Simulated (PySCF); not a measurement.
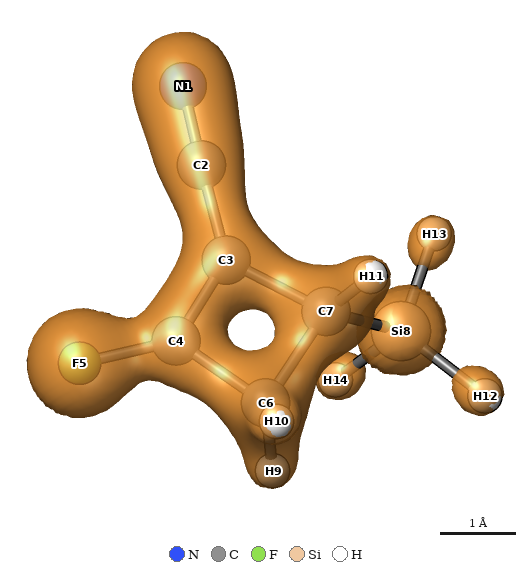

C$_{5}$H$_{6}$FNSi (SMILES N#CC1=C(F)C[C@H]1[SiH3]). Isosurface of the total electron density at 1 e/Å³ (orange), seen at a tilt.

Geometry: GFN2-xTB.

These are results of PBE0/pcSseg-1, SCF density, gas phase, non-relativistic (PySCF), not measurements.

```xyz
14

N    -0.6701    3.3851   -0.1286
C    -0.7286    2.2387   -0.0999
C    -0.7796    0.8466   -0.0374
C    -1.5809   -0.1135   -0.5197
F    -2.6591   -0.1117   -1.3018
C    -0.8468   -1.2565    0.0886
C     0.1223   -0.1707    0.6388
Si    1.9067   -0.2217   -0.0348
H    -0.4130   -1.9625   -0.6191
H    -1.3990   -1.8097    0.8473
H     0.1011   -0.0906    1.7265
H     2.5488   -1.3956    0.5561
H     2.5735    1.0172    0.3505
H     1.8241   -0.3555   -1.4887
```

**What does this surface tell about the bonding?**

At this value the surface falls into five separate pieces. It bridges the sampled C–N (1.15 Å), C–F (1.33 Å) and C–C (1.34 Å) contacts, where the density stays above the isovalue. It is pinched off along the sampled C–Si (1.91 Å) contacts. On the grid the lowest density along these lines, outside the cores, is 3.4 e/Å³ (C–N, 1.15 Å), 1.8 e/Å³ (C–F, 1.33 Å), 2.2 e/Å³ (C–C, 1.34 Å) and 0.75 e/Å³ (C–Si, 1.91 Å).
